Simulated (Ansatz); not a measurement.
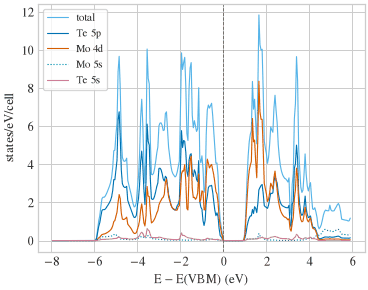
Figure. Total and projected density of states of Te2Mo in space group P6_3/mmc (No. 194; Te on 4f, Mo on 2c), the program Ansatz at the r²SCAN+D4 level (PAW)

Problem. Which orbitals carry the states next to the gap?

Solution. Top 1 eV of the valence band: Mo 4d 59 %, Te 5p 36 %. Bottom 1 eV of the conduction band: Mo 4d 68 %, Te 5p 26 %. Projections are on Löwdin-orthogonalised atomic valence shells; empty p or d shells of many metals are not among them.

Problem. Where is the tallest occupied peak in this window, and what makes it?

Solution. Near -3.5 eV, about 10 states/eV per cell; the largest projected share is Te 5p.

The r²SCAN+D4 relaxation kept the symmetry of its start. The run is not spin-polarised. Scalar-relativistic: spin–orbit coupling is off unless named, which matters more the heavier the elements.

Potentials: the earlier of the program's two PAW sets.
